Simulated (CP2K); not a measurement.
Band structure of HfGeTe (P4/nmm, 6 atoms in the cell).

```xyz
6
Lattice="3.7842 0.0000 0.0000 0.0000 3.7842 0.0000 0.0000 0.0000 10.2840" Properties=species:S:1:pos:R:3 pbc="T T T"
Hf     0.0000     1.8921     8.1407
Hf     1.8921     0.0000     2.1433
Ge     0.0000     0.0000     0.0000
Ge     1.8921     1.8921     0.0000
Te     1.8921     0.0000     6.7895
Te     0.0000     1.8921     3.4945
```

Method: CP2K 2026.2 with PBEsol, GPW, DZVP-MOLOPT-SR-GTH basis, GTH-PBE potentials (GTH_POTENTIALS).

Settings: CUTOFF = 500 Ry; REL_CUTOFF = 40 Ry; SMEAR/METHOD = FERMI_DIRAC; ELECTRONIC_TEMPERATURE = 580.23 K; KPOINTS/SCHEME = MONKHORST-PACK 5 5 2; GAMMA_CENTERED = T; XC_FUNCTIONAL = PBE:PBESOL; Hf/BASIS_SET = DZVP-MOLOPT-SR-GTH-q12; Hf/POTENTIAL = GTH-PBE-q12; Ge/BASIS_SET = DZVP-MOLOPT-SR-GTH-q4; Ge/POTENTIAL = GTH-PBE-q4; Te/BASIS_SET = DZVP-MOLOPT-SR-GTH-q6; Te/POTENTIAL = GTH-PBE-q6; METHOD = GPW.

The starting cell comes from a database of computed structures (which also holds hypothetical and non-ambient phases and stackings), without a prior relaxation at this level. Its lattice was rescaled by a random factor within 2.5 % of one. Spin-orbit coupling is off. Values carry the incompleteness of an atom-centred basis. The potentials were made for another functional than the one used.

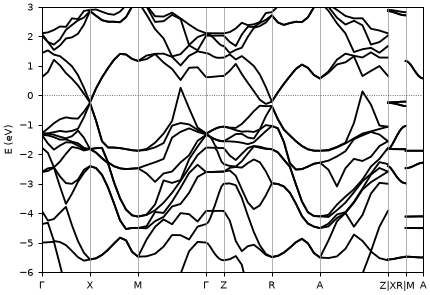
Figure: Bands along the path, energies from the Fermi level.

Levels in eV from the Fermi level, bands 19 to 24:
```tsv
point	19	20	21	22	23	24
Γ	-1.35	-1.33	-1.29	-1.29	0.61	1.43
X	-1.83	-1.83	-0.26	-0.26	-0.25	-0.25
M	-2.48	-2.48	-1.88	-1.88	1.16	1.16
Z	-1.56	-1.56	-1.07	-1.07	0.65	1.28
R	-1.05	-1.05	-0.37	-0.37	-0.22	-0.22
A	-2.29	-2.29	-1.88	-1.88	0.57	0.57
```

Bands cross the Fermi level along this path, so the cell is metallic at this level.

Higher empty bands are left out: an atom-centred basis made for the valence describes them poorly.
